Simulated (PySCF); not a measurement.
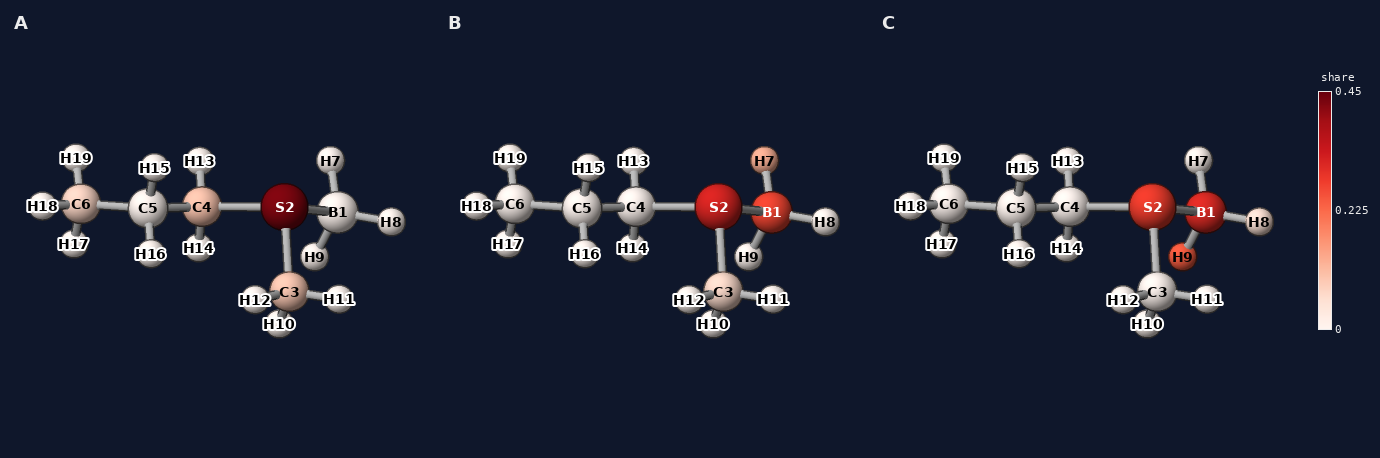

Each panel colours the atoms by their Löwdin share in one orbital (up to four of the largest shares; other atoms are shown as zero). The computed structure is the end point of a GFN2-xTB optimisation. No frequency run is at hand to confirm it as a minimum. Computed with PBE0/def2-SVPD (PySCF 2.14.0).

Question: The panels show the HOMO−2, HOMO, LUMO, in some order. Which is which?

Answer: A: LUMO, 0.24 eV; S2 0.43, C4 0.10, C3 0.09, C6 0.07
B: HOMO−2, −8.31 eV; S2 0.32, B1 0.27, H7 0.13, C3 0.06
C: HOMO, −7.87 eV; B1 0.30, S2 0.28, H9 0.24, H8 0.05

The geometry is semi-empirical. Around B such bond lengths and angles can be off by a tenth of an ångström or more and by several degrees, and values that hang on the shape move with them.
